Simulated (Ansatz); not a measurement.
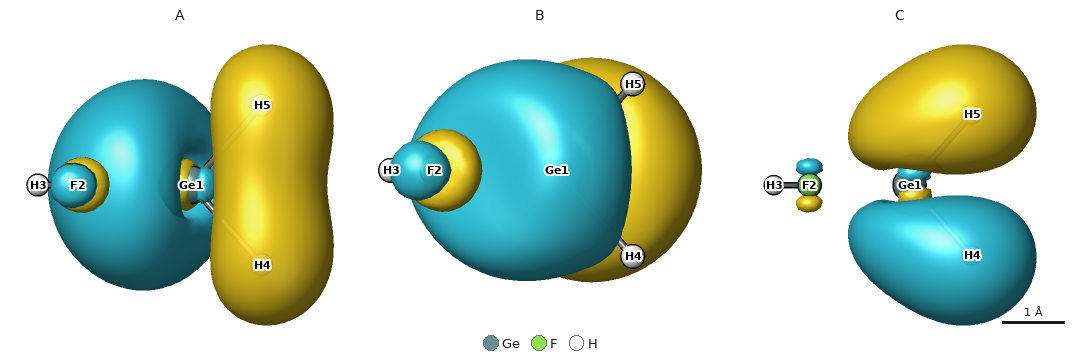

Figure. GeH2···HF. Three frontier orbitals at ±0.1 Å⁻³ᐟ² (yellow and cyan are the two phases), in no order.

Theory: RKS PBE/def2-SVP in Ansatz 0.2.0.

```xyz
5

Ge   -0.0412    0.0000   -0.8293
F     1.4454    0.0000    1.6226
H     2.0717    0.0000    0.9305
H    -1.0800    1.1481   -0.3963
H    -1.0800   -1.1481   -0.3963
```

Order the three orbitals by energy and name them.

Answer. C is the HOMO−1 (−7.38 eV). By Hirshfeld shares it lies mainly on Ge1 (about 45 %), H4 (about 25 %) and H5 (about 25 %). A is the HOMO (−5.78 eV). Its weight (Hirshfeld) is mainly on Ge1 (about 70 %), H4 (about 15 %) and H5 (about 15 %). B is the LUMO (−3.56 eV). It lies mainly on Ge1 (about 85 %).

What is the HOMO–LUMO gap?

Answer. 2.22 eV between the orbital energies.
